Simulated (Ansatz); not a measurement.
# C₂H₉AlSn: one species, many methods

Aim: compute C₂H₉AlSn with functionals from several rungs and with coupled cluster. The yardstick is the atomisation energy at the CCSD(T) limit.

Computed with Ansatz 0.2.0, Gaussian basis. Level: functionals in def2-TZVPP, the program's frozen cores in correlated methods.

Plan: PBE-D4, r2SCAN-D4, PBE0-D4, B3LYP-D4, ωB97X-V, ωB97M-V, B2PLYP; CCSD(T)/def2-TZVPP; MP2/def2-QZVPP; extrapolation to the limit.

### 1 Structure used throughout

The geometry comes from an earlier relaxation with PBE0-D4 in a triple-zeta def2 set; it is a stationary point, not always the lowest conformer. Sn takes the def2 core potential; no spin-orbit term is included.

SMILES `[CH3][SnH]([CH3])[AlH2]`, 13 atoms, charge 0, spin multiplicity 1.

Atoms are counted from 1 here; the program's logs count them from 0.

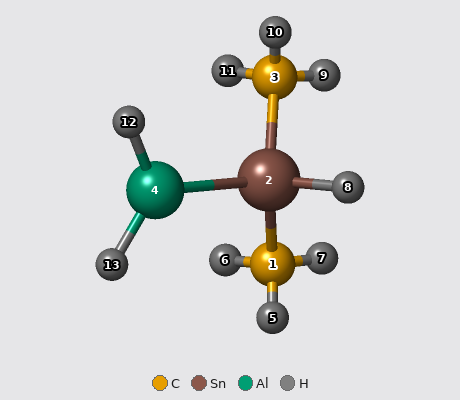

The structure; carbon amber, tin brown, aluminium teal, hydrogen grey; atoms are numbered from 1 in the order of the file.

### 2 PBE-D4 (GGA)

File in.yaml:

```yaml
crystal:
  periodic: [false, false, false]
  atoms:
    - {symbol: C, position_ang: [-1.044586, 1.512099, -0.848055]}
    - {symbol: Sn, position_ang: [-0.220593, -0.399046, -0.291892]}
    - {symbol: C, position_ang: [1.909395, -0.290118, -0.602904]}
    - {symbol: Al, position_ang: [-0.889495, -1.182274, 2.166094]}
    - {symbol: H, position_ang: [-2.130959, 1.500075, -0.758553]}
    - {symbol: H, position_ang: [-0.647764, 2.294927, -0.200754]}
    - {symbol: H, position_ang: [-0.777150, 1.738802, -1.880890]}
    - {symbol: H, position_ang: [-0.820758, -1.543569, -1.434498]}
    - {symbol: H, position_ang: [2.111841, -0.033680, -1.643503]}
    - {symbol: H, position_ang: [2.377875, -1.248073, -0.376857]}
    - {symbol: H, position_ang: [2.344805, 0.475514, 0.040126]}
    - {symbol: H, position_ang: [-0.044688, -2.296199, 2.926897]}
    - {symbol: H, position_ang: [-2.147524, -0.563257, 2.919487]}
basis:
  gaussian: {orbitals: def2-TZVPP}
hamiltonian: {xc: pbe, dispersion: d4}
output: {forces: true, orbitals: {seedname: orbitals}}
```

Launch:

```sh
$ ansatz run in.yaml --threads 4 --pin off --events-out ev --progress --plain --max-ram 10444MiB
```

After this run come: r2SCAN-D4 (meta-GGA); PBE0-D4 (hybrid); B3LYP-D4 (hybrid); ωB97X-V (range-separated); ωB97M-V (range-separated); B2PLYP (double hybrid); CCSD(T) in def2-TZVPP; MP2 in def2-QZVPP.

**Question.** What will the summary of the whole plan be? Wanted: atomisation energy, CCSD(T)/CBS; farthest; mean size of error, hybrid; mean size of error, range-separated; gap, smallest and largest; T1 diagnostic; triples share of the correlation energy.

The runs gave:

| quantity | value |
| --- | --- |
| atomisation energy, CCSD(T)/CBS | 4089.2 kJ/mol |
| functionals within 40.9 kJ/mol (1.0 %) | PBE-D4, r2SCAN-D4, B3LYP-D4, ωB97X-V, ωB97M-V |
| farthest | B2PLYP (-81.4 kJ/mol) |
| mean size of error, hybrid | 40.8 kJ/mol |
| mean size of error, range-separated | 16.4 kJ/mol |
| gap, smallest and largest | 3.14 eV (PBE-D4), 8.90 eV (ωB97X-V) |
| T1 diagnostic | 0.0115 |
| triples share of the correlation energy | 3.2 % |

In words: PBE-D4 is off by -26.3 kJ/mol. Double hybrids carry the basis error of their MP2 part in triple zeta, and no dispersion term here, so their miss is partly the set-up's. The reference freezes the cores and leaves out spin-orbit coupling and excitations past (T), and its outer-core shells are covered unevenly, so misses under about 40.9 kJ/mol can't be ranked. All levels share the lack of spin-orbit coupling, which lowers the free heavy atoms and so the true binding. Hartree-Fock recovers 75 % of the binding; the rest is correlation. Orbital gaps span 3.1 to 8.9 eV; exact exchange widens them. Correlated methods include outer-core shells of Sn, which these sets cover unevenly.
